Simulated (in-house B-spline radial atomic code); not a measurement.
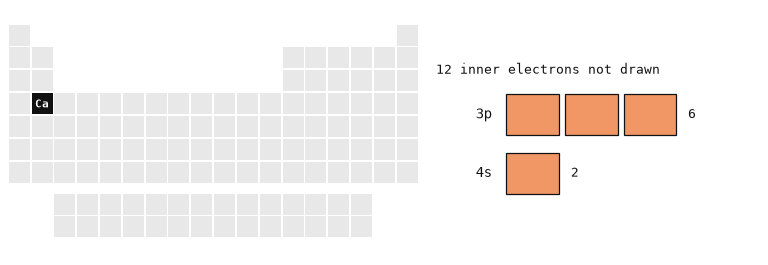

Figure 1. Left, the place of calcium in the periodic table; right, the outer shells as the input fills them: a box for each of the 2l + 1 orbitals, shaded by the share of the shell that is filled, with the electron count at the right.

## RPA and GW calculation for Ca

- system: Ca, configuration [Ar] 4s2, inside a hard wall of radius 3 bohr.
- method: RPA, second-order and SOSEX correlation energies and G0W0 (contour deformation) on a non-relativistic mean field, all electrons, B-spline basis (in-house B-spline radial atomic code)

Outcome:

- outcome: refused by the program
- hardware: 1 CPU thread, shared host

Diagnosis:

The program refused the input; the driver noted: an empty level lies below or at an occupied one.

Input file:
```
Z = 20
electrons = 20.0
configuration = [Ar] 4s2
hamiltonian = nr
method = pbe0
lmax = 9
wall_radius = 3
spin_polarised = False
box_radius = 3
intervals = 43
```

Launched within a batch (the task file carries these settings):
```bash
python <driver script> task.json out
```

The program writes its results to a structured record and prints no log; tables and figures of this report are taken from that record.
